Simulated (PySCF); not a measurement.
C5H8Cl2OSi (SMILES C/C(=C(/[SiH3])C=O)C(Cl)Cl)

```xyz
17

C    -1.9291    0.0914   -0.6733
C    -0.5446   -0.3070   -0.2526
C     0.3729    0.5379    0.2495
Si    2.1766    0.2797    0.8114
C     0.0917    1.9533    0.4449
O     0.9490    2.6950    0.8671
C    -0.2325   -1.7563   -0.4256
Cl   -0.3322   -2.1991   -2.1535
Cl   -1.3940   -2.7437    0.5034
H    -2.5170    0.3910    0.1934
H    -2.4338   -0.7411   -1.1554
H    -1.8990    0.9275   -1.3684
H     3.0275    1.0640   -0.0735
H     2.2638    0.6476    2.2182
H     2.5445   -1.1366    0.6772
H    -0.9154    2.3348    0.2110
H     0.7645   -2.0264   -0.0836
```

Geometry: GFN2-xTB.

Theory: PBE0/pcSseg-1, SCF density, gas phase, non-relativistic (PySCF 2.14.0).

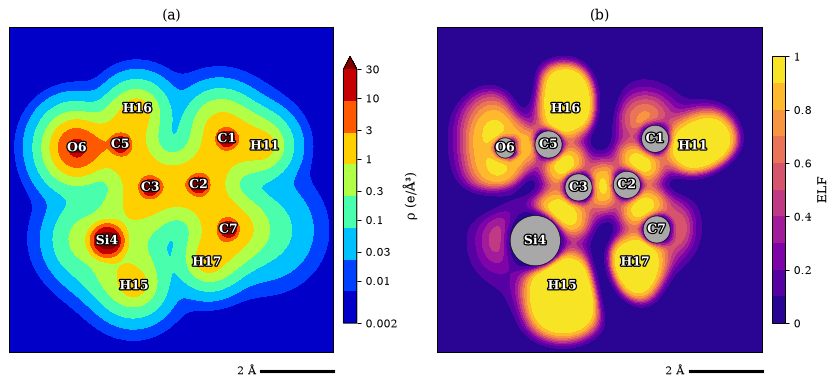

Figure 1. (a) total electron density; (b) electron localisation function on the plane of atoms C3, C2 and C7. Grey discs cover the atomic cores in the ELF map.

### Describe what can be read from this map.

- The plane passes through C, Si, O and H nuclei.
- C–O (1.21 Å): ρ is about 3.3 e/Å³ halfway; the ELF peaks at about 0.85 between the atoms (a multiple bond).
- C–C (1.34 Å): the density is about 2.2 e/Å³ at the midpoint; the ELF peaks at about 0.95 between the atoms (a short, multiple covalent bond).
- C–Si (1.91 Å): the density is about 0.89 e/Å³ at the midpoint; the ELF peaks at about 0.95 between the atoms, as expected for a shared electron pair.
- C–H (1.09 Å): ρ at the midpoint is about 2 e/Å³; the ELF climbs to about 1 towards the hydrogen, as it does in any bond to H (an ordinary covalent bond to hydrogen).
- C–C (1.46 Å): the density is about 1.9 e/Å³ at the midpoint; the ELF peaks at about 0.95 between the atoms (a covalent bond).
- The ELF also peaks beside O6, away from the bonds: lone-pair regions.

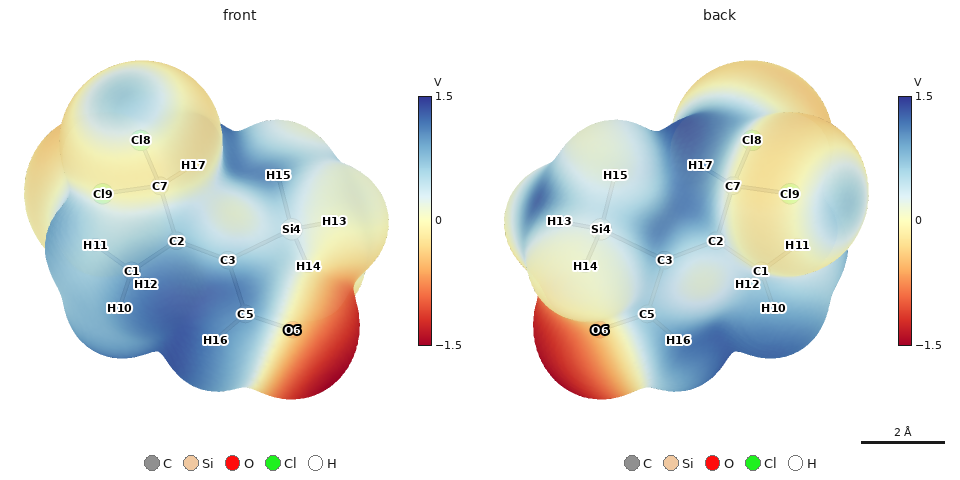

Figure 2. The molecular electrostatic potential painted on the density surface at 0.002 e/bohr³, seen from the front and from behind; the colour scale runs from red (negative) to blue (positive).

### Where is the surface potential most negative and most positive?

The most negative region (about −1.5 V) lies over O6, the most positive (about +1.3 V) over the C, H and Si atoms. Cl8 shows a σ-hole: about +0.7 V at the tip opposite its bond, against about −0.1 V on its flanks. Cl9 shows a σ-hole: about +0.7 V at the tip opposite its bond, against about −0.1 V on its flanks. O6 is the likeliest acceptor of a hydrogen bond.

### How polar is the molecule by this calculation?

Its dipole moment is 1.65 D.
